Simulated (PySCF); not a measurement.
Consider C₄H₉AlBN.

The calculation's input:

```
{"job": {"kind": "nmr", "xc": "PBE0", "basis": "pcSseg-1"}, "charge": 0, "multiplicity": 1}
C      2.932943     0.024447     0.201215
C      1.493004    -0.024043     0.075448
C      0.293305    -0.117178    -0.106873
B     -1.223951    -0.232037    -0.392468
C     -1.776923    -1.082311    -1.607885
N     -1.967483     0.501538     0.551370
Al    -0.606209     1.164280     1.581560
H      3.279961     1.052140     0.098069
H      3.393776    -0.587068    -0.575194
H      3.237114    -0.352069     1.177139
H     -1.640171    -2.146430    -1.419954
H     -1.237884    -0.859165    -2.526482
H     -2.835835    -0.916509    -1.793078
H     -2.976450     0.514465     0.473253
H     -0.247128     0.454295     2.907650
H     -0.125666     2.614589     1.344819
```

Run with:

```sh
OMP_NUM_THREADS=1 python probes_run.py task.json out
```

Geometry: GFN2-xTB.

Level of theory: PySCF 2.14.0, PBE0/pcSseg-1, SCF density, gas phase, non-relativistic.

**What can the converged electron density and electron localisation function tell about the bonding?**

C–C (1.22 Å): the density is about 2.7 e/Å³ at the midpoint; the ELF peaks at about 0.85 between the atoms (a short, multiple covalent bond).
B–N (1.41 Å): ρ at the midpoint is about 1.9 e/Å³; the ELF peaks at about 0.90 between the atoms: a polar covalent bond.
C–B (1.55 Å): the density is about 1.4 e/Å³ at the midpoint; the ELF peaks at about 0.95 between the atoms (a shared electron pair).
Al–N (1.83 Å): ρ is about 0.74 e/Å³ halfway; the ELF peaks at about 0.90 in the valence shell of N, 0.7 Å from its nucleus, and is about 0.65 at the midpoint.

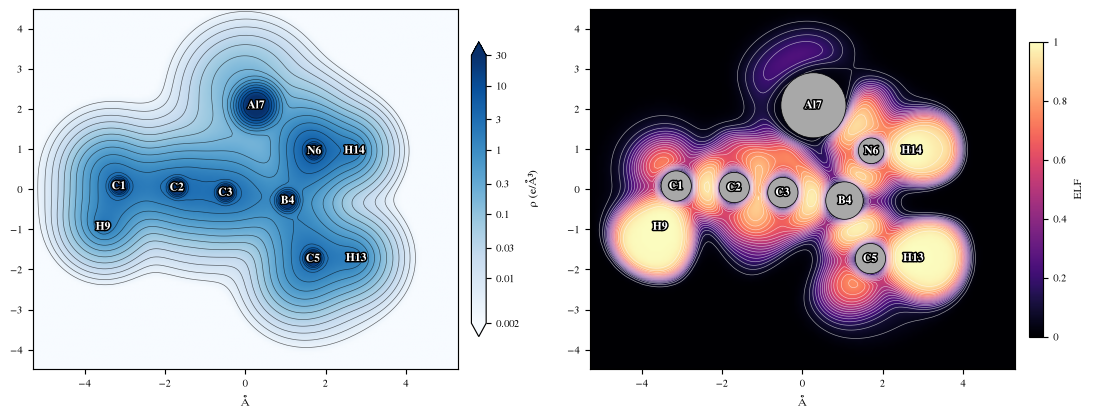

Computed electron density and electron localisation function on the plane of atoms B4, N6 and H14, in this order. Grey discs cover the atomic cores in the ELF map. 
